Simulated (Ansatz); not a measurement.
# CH3Cl2Si (SMILES [CH2][SiH](Cl)Cl): UCAM-B3LYP/6-31G(d) (spherical functions)

Aim: the electronic atomisation energy of CH3Cl2Si at UCAM-B3LYP/6-31G* (spherical functions), from 5 runs. 

Program for the calculation: Ansatz 0.2.0.

58 further runs of the same task are left out: 2 that didn't finish, 56 set aside as unsound or not needed. Runs told in other sessions of the task aren't counted.

## (1) The molecule

CH3Cl2Si has 7 atoms, charge 0, and is taken as a doublet. As SMILES, `[CH2][SiH](Cl)Cl`. The coordinates come from a PBE0-D4/def2-TZVP relaxation. This is one conformer, not always the lowest.

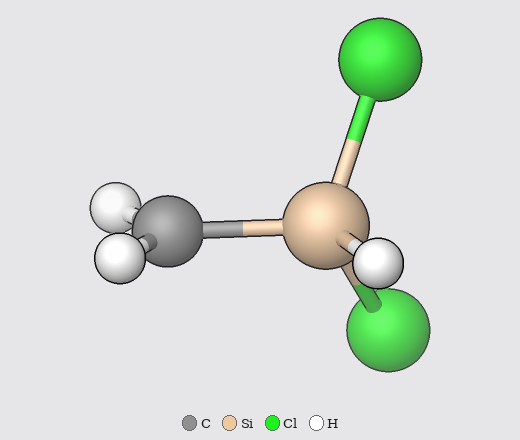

Viewed from a chosen angle; carbon grey, silicon light orange, chlorine green, hydrogen white.

## (2) A single-point energy at UCAM-B3LYP/6-31G(d) (spherical functions)

input.yaml reads:

```yaml
crystal:
  periodic: [false, false, false]
  atoms:
    - symbol: C
      position_ang: [-0.692700, 0.892600, 0.197500]
    - symbol: Si
      position_ang: [0.466300, -0.499500, -0.003900]
    - symbol: Cl
      position_ang: [1.593800, -0.235400, -1.694300]
    - symbol: Cl
      position_ang: [-0.574000, -2.252500, -0.209200]
    - symbol: H
      position_ang: [-1.447700, 1.127200, -0.545500]
    - symbol: H
      position_ang: [-0.668800, 1.540600, 1.067500]
    - symbol: H
      position_ang: [1.384500, -0.641000, 1.142000]
basis:
  gaussian:
    orbitals: 6-31G_st_-spherical.json
magnetization:
  spin_polarized: true
  initial_magnetization: 1
hamiltonian:
  xc: {name: CAM-B3LYP}
accuracy: high
output: {orbitals: {seedname: orbitals}}
```

The basis set 6-31G* is read from a file made from the Basis Set Exchange's data (not shown).

Run with:

```sh
$ ansatz run input.yaml --threads 1 --pin off --max-ram 3480MiB --events-out events.jsonl --progress --plain --runs-dir runs
```

The program printed:

```text
Warning: RAYON_NUM_THREADS=1 ignored (pool sized by the plan → 1); use --threads N
Functional definition: CAM-B3LYP
  name "CAM-B3LYP"
  parameter alpha = 0.19
  parameter beta = 0.46
  parameter omega = 0.33/bohr
  parameter ac = 0.81
  exchange = (1 - alpha - beta)*b88_x + beta*b88_x_sr(omega) + alpha*exact_x + beta*exact_x_lr(omega)
  correlation = (1 - ac)*vwn5_c + ac*lyp_c
1599 factors; integrals over basis functions are off by at most 3.7e-9 eV
401 factors; integrals over basis functions are off by at most 2.3e-9 eV
mean field evaluation 1: about -34006.7425 eV, gradient 1.8e1 eV
mean field evaluation 2: about -34007.4757 eV, gradient 1.3e1 eV
mean field evaluation 4: about -34008.3885 eV, gradient 3.9e-1 eV
mean field evaluation 8: about -34008.5243 eV, gradient 1.8e-2 eV
mean field evaluation 16: about -34008.5243 eV, gradient 2.3e-5 eV
mean field -34008.52433884 eV, -1249.7902176467 hartree, gradient 8.3e-8 eV, S^2 0.753343; 0 other end points of the search recorded, 0 dependent functions left out
reference -34008.52435717 eV, -1249.7902183203 hartree; 29, 28 occupied and 45, 46 virtual orbitals, 1599 factors
Total energy: -34008.52435717 eV, -1249.7902183203 hartree
```

Wall time 14 s (1 thread of Arm Neoverse V2, shared host); peak memory 0.42 GiB.

## (3) The C atom

molecule.yaml reads:

```yaml
crystal:
  periodic: [false, false, false]
  atoms:
    - {symbol: C, position_ang: [0.000000, 0.000000, 0.000000]}
basis:
  gaussian: {orbitals: 6-31G_st_-spherical.json}
magnetization: {spin_polarized: true, initial_magnetization: 2}
hamiltonian: {xc: {name: CAM-B3LYP}}
accuracy: high
```

The basis set 6-31G* is read from a file made from the Basis Set Exchange's data (not shown).

Run with:

```sh
$ ansatz run molecule.yaml --threads 1 --pin off --max-ram 3480MiB --events-out events.jsonl --progress --plain --runs-dir runs
```

The program printed:

```text
Warning: RAYON_NUM_THREADS=1 ignored (pool sized by the plan → 1); use --threads N
Functional definition: CAM-B3LYP
  name "CAM-B3LYP"
  parameter alpha = 0.19
  parameter beta = 0.46
  parameter omega = 0.33/bohr
  parameter ac = 0.81
  exchange = (1 - alpha - beta)*b88_x + beta*b88_x_sr(omega) + alpha*exact_x + beta*exact_x_lr(omega)
  correlation = (1 - ac)*vwn5_c + ac*lyp_c
96 factors; integrals over basis functions are off by at most 1.1e-9 eV
60 factors; integrals over basis functions are off by at most 1.0e-9 eV
mean field evaluation 1: about -1029.1279 eV, gradient 3.2e0 eV
mean field evaluation 2: about -1029.1840 eV, gradient 5.7e-1 eV
mean field evaluation 4: about -1029.1863 eV, gradient 1.2e-1 eV
mean field evaluation 8: about -1029.1864 eV, gradient 1.8e-5 eV
mean field -1029.18642889 eV, -37.8219036542 hartree, gradient 2.0e-8 eV, S^2 2.001862; 0 other end points of the search recorded, 0 dependent functions left out
reference -1029.18643746 eV, -37.8219039690 hartree; 4, 2 occupied and 10, 12 virtual orbitals, 96 factors
Total energy: -1029.18643746 eV, -37.8219039690 hartree
```

It took 0.32 s on 1 thread of Arm Neoverse V2, shared host.

## (4) The Cl atom, same level

run.yaml reads:

```yaml
crystal:
  periodic: [false, false, false]
  atoms:
    - {symbol: Cl, position_ang: [0.000000, 0.000000, 0.000000]}
basis:
  gaussian: {orbitals: 6-31G_st_-spherical.json}
magnetization: {spin_polarized: true, initial_magnetization: 1}
hamiltonian: {xc: {name: CAM-B3LYP}}
accuracy: high
```

The basis set 6-31G* is read from a file made from the Basis Set Exchange's data (not shown).

Run the same way, it converges to -460.13170 Eh (log not shown).

## (5) The H atom

input.yaml reads:

```yaml
crystal:
  periodic: [false, false, false]
  atoms:
    - symbol: H
      position_ang: [0.000000, 0.000000, 0.000000]
basis:
  gaussian: {orbitals: "6-31G*"}
magnetization: {spin_polarized: true, initial_magnetization: 1}
hamiltonian: {xc: {name: CAM-B3LYP}}
accuracy: high
```

Run with:

```sh
$ ansatz run input.yaml --threads 1 --pin off --max-ram 3480MiB --events-out events.jsonl --progress --plain --runs-dir runs
```

The program printed:

```text
Warning: RAYON_NUM_THREADS=1 ignored (pool sized by the plan → 1); use --threads N
Functional definition: CAM-B3LYP
  name "CAM-B3LYP"
  parameter alpha = 0.19
  parameter beta = 0.46
  parameter omega = 0.33/bohr
  parameter ac = 0.81
  exchange = (1 - alpha - beta)*b88_x + beta*b88_x_sr(omega) + alpha*exact_x + beta*exact_x_lr(omega)
  correlation = (1 - ac)*vwn5_c + ac*lyp_c
3 factors; integrals over basis functions are off by at most 5.4e-10 eV
3 factors; integrals over basis functions are off by at most 7.4e-10 eV
mean field evaluation 1: about -13.5153 eV, gradient 6.7e-1 eV
mean field evaluation 2: about -13.5194 eV, gradient 9.5e-2 eV
mean field evaluation 4: about -13.5193 eV, gradient 1.1e-4 eV
mean field evaluation 8: about -13.5193 eV, gradient 2.3e-10 eV
mean field -13.51934691 eV, -0.4968268353 hartree, gradient 1.6e-9 eV, S^2 0.750000; 0 other end points of the search recorded, 0 dependent functions left out
reference -13.51935546 eV, -0.4968271494 hartree; 1, 0 occupied and 1, 2 virtual orbitals, 3 factors
Total energy: -13.51935546 eV, -0.4968271494 hartree
```

It took 0.14 s on 1 thread of Arm Neoverse V2, shared host.

## (6) The Si atom, same level

job.yaml reads:

```yaml
crystal:
  periodic: [false, false, false]
  atoms:
    - symbol: Si
      position_ang: [0.000000, 0.000000, 0.000000]
basis:
  gaussian:
    orbitals: 6-31G_st_-spherical.json
magnetization:
  spin_polarized: true
  initial_magnetization: 2
hamiltonian:
  xc: {name: CAM-B3LYP}
accuracy: high
```

The basis set 6-31G* is read from a file made from the Basis Set Exchange's data (not shown).

Run with:

```sh
$ ansatz run job.yaml --threads 1 --pin off --max-ram 3480MiB --events-out events.jsonl --progress --plain --runs-dir runs
```

The program printed:

```text
Warning: RAYON_NUM_THREADS=1 ignored (pool sized by the plan → 1); use --threads N
Functional definition: CAM-B3LYP
  name "CAM-B3LYP"
  parameter alpha = 0.19
  parameter beta = 0.46
  parameter omega = 0.33/bohr
  parameter ac = 0.81
  exchange = (1 - alpha - beta)*b88_x + beta*b88_x_sr(omega) + alpha*exact_x + beta*exact_x_lr(omega)
  correlation = (1 - ac)*vwn5_c + ac*lyp_c
141 factors; integrals over basis functions are off by at most 2.6e-9 eV
76 factors; integrals over basis functions are off by at most 4.6e-10 eV
mean field evaluation 1: about -7873.6878 eV, gradient 2.0e0 eV
mean field evaluation 2: about -7873.7299 eV, gradient 4.8e-1 eV
mean field evaluation 4: about -7873.7316 eV, gradient 4.7e-1 eV
mean field evaluation 8: about -7873.7344 eV, gradient 7.3e-4 eV
mean field evaluation 16: about -7873.7344 eV, gradient 9.2e-9 eV
mean field -7873.73438708 eV, -289.3544017164 hartree, gradient 9.2e-9 eV, S^2 2.002080; 0 other end points of the search recorded, 0 dependent functions left out
reference -7873.73439721 eV, -289.3544020887 hartree; 8, 6 occupied and 10, 12 virtual orbitals, 141 factors
Total energy: -7873.73439721 eV, -289.3544020887 hartree
```

It took 0.6 s on 1 thread of Arm Neoverse V2, shared host.

## (7) Summary of results

Level: UCAM-B3LYP/6-31G* (spherical functions).

| quantity | value |
| --- | --- |
| molecule: total energy | -1249.79022 Eh |
| molecule: HOMO energy (highest over α and β) | -8.93 eV |
| molecule: LUMO energy (lowest over α and β) | -1.78 eV |
| molecule: ⟨S²⟩ | 0.753 |
| C atom: total energy | -37.82190 Eh |
| C atom: ⟨S²⟩ | 2.002 |
| Cl atom: total energy | -460.13170 Eh |
| Cl atom: ⟨S²⟩ | 0.752 |
| H atom: total energy | -0.49683 Eh |
| H atom: ⟨S²⟩ | 0.750 |
| Si atom: total energy | -289.35440 Eh |
| Si atom: ⟨S²⟩ | 2.002 |
| electronic atomisation energy | 23.403 eV |

Taking the molecule apart into free atoms costs 23.40 eV (2258 kJ/mol), before zero-point energy and without spin-orbit coupling.
